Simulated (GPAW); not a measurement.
Consider YSn3 (Pm-3m).

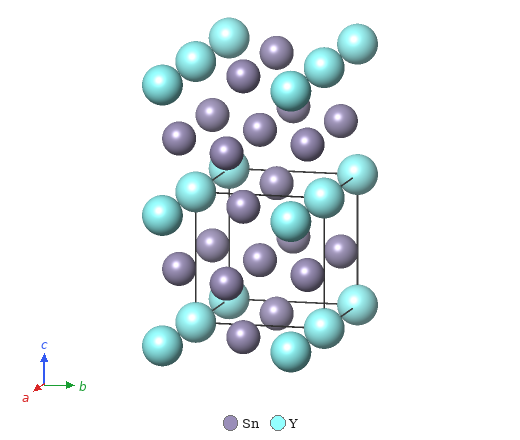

The structure (tin purple, yttrium light teal). 2×1×2 cells are drawn. Some periodic images of atoms are drawn too.

```cif
data_structure
_symmetry_space_group_name_H-M 'P 1'
_symmetry_Int_Tables_number 1
_cell_length_a 4.6660
_cell_length_b 4.6660
_cell_length_c 4.6660
_cell_angle_alpha 90.000
_cell_angle_beta 90.000
_cell_angle_gamma 90.000
_cell_volume 101.59
loop_
_atom_site_label
_atom_site_type_symbol
_atom_site_fract_x
_atom_site_fract_y
_atom_site_fract_z
_atom_site_occupancy
Sn1 Sn 0.50000 0.50000 0.00000 1
Sn2 Sn 0.50000 0.00000 0.50000 1
Sn3 Sn 0.00000 0.50000 0.50000 1
Y4 Y 0.00000 0.00000 0.00000 1
```

Absorber: atom 1, with 2 Sn at 3.30 Å, 2 Y at 3.30 Å, 4 Sn at 3.30 Å, 1 Y at 3.30 Å, 1 Sn at 3.30 Å, 1 Y at 3.30 Å and 1 Sn at 3.30 Å (cuboctahedral, site symmetry 4/mmm). Method: GPAW, LDA, excited-electron core hole (neutral cell), 8-atom cell with 6.6 Å between holes, 5×5×5 k points, dipole transitions, Gaussian full width 8.49 eV.

Q: What does the Sn K edge look like?

Main maxima up to 28 eV above the zero (height): 4.6 eV (1.22) and 20.6 eV (1.08). A K edge sees empty p states on the absorber. 

The Sn K spectrum (energy from the lowest empty level; intensity scaled to a mean of 1 over the first 20 eV):

| E (eV) | intensity |
| --- | --- |
| -2.0 | 0.44 |
| -0.5 | 0.69 |
| 1.0 | 0.93 |
| 2.5 | 1.12 |
| 4.0 | 1.21 |
| 5.5 | 1.20 |
| 7.0 | 1.11 |
| 8.5 | 1.00 |
| 10.0 | 0.91 |
| 11.5 | 0.85 |
| 13.0 | 0.84 |
| 14.5 | 0.87 |
| 16.0 | 0.93 |
| 17.5 | 1.00 |
| 19.0 | 1.06 |
| 20.5 | 1.08 |
| 22.0 | 1.06 |
| 23.5 | 1.00 |
| 25.0 | 0.92 |
| 26.5 | 0.86 |
| 28.0 | 0.81 |
| 29.5 | 0.78 |
| 31.0 | 0.78 |

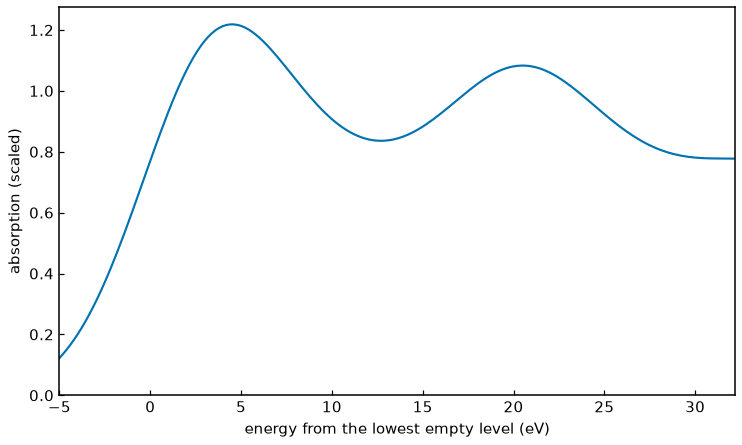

The Sn K edge.

The script folds with a Gaussian, whereas the core hole's own line is a Lorentzian, so the onset is too steep and the first peak too high. Lifetime broadening is put in by hand, and intensities beyond about 20 eV depend on it and on the partial waves. The structure is a published determination, not relaxed.

[Banner, clock and machine lines of the logs are left out without a mark of their own.]

[Logs are printed without paths, hosts, clocks, repeated set-up lines and the standing remarks that a program may print on its own settings, such as how far it seeks lower states.]

[Hosts, paths, dates, database ids (printed as entryN), source tags and the programs' standing remarks are cut or masked in the printed files.]

[Lists of maxima count a maximum above −3 eV only where it reaches 4 % of the highest in the window and stands out from its surroundings by 2 % of it (1.5 % where it reaches 55 %); shoulders and weaker maxima are passed over, and of the rest the first, up to two pre-edge ones and the few strongest are named.]
